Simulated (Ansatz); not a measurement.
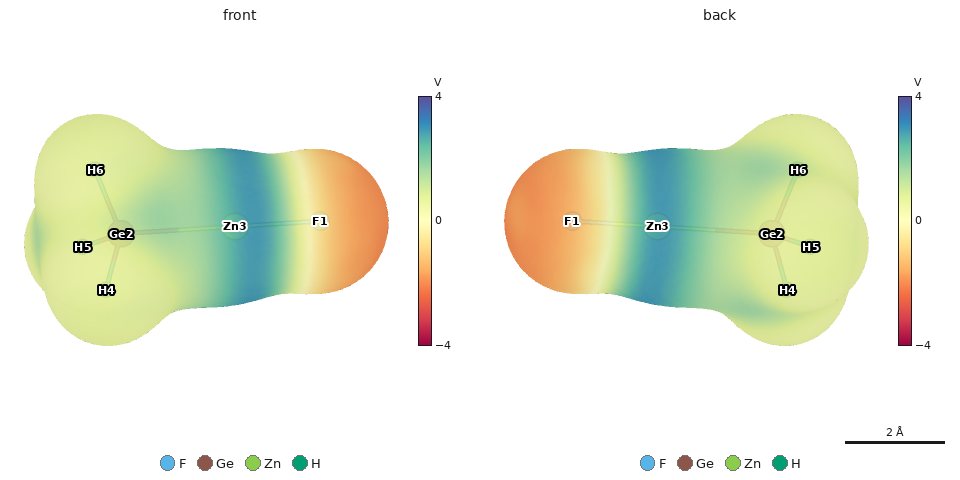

The picture shows: FGeH3Zn (SMILES [F][Zn][GeH3]). The electrostatic potential painted on the density surface at 0.004 e/bohr³, seen from the front and from behind; red is negative and blue positive.

Geometry: PBE0-D3(BJ)/pcseg-1.

These are results of isolated molecule in a Gaussian basis; Kohn-Sham density functional theory, functional PBE0 in Ansatz, not measurements.

```
atom    x (Å)    y (Å)    z (Å)
   F  -4.0814   0.6367  -1.9188
  Ge  -0.1672  -0.3198  -0.9615
  Zn  -2.4091   0.2274  -1.5097
   H   0.6110  -0.7738  -2.2083
   H  -0.1128  -1.4600   0.0695
   H   0.5664   0.8927  -0.3632
```

Which sites attract a positive test charge, and which a negative one?

Answer. A positive charge is drawn to the negative regions and a negative charge to the positive ones. The most negative region (about −2.0 V, or −46 kcal/mol for a unit charge) lies over F1, the most positive (about +3.0 V, or +69 kcal/mol for a unit charge) over Zn3.

What dipole moment does the calculation give?

Answer. Its dipole moment is 2.53 D.
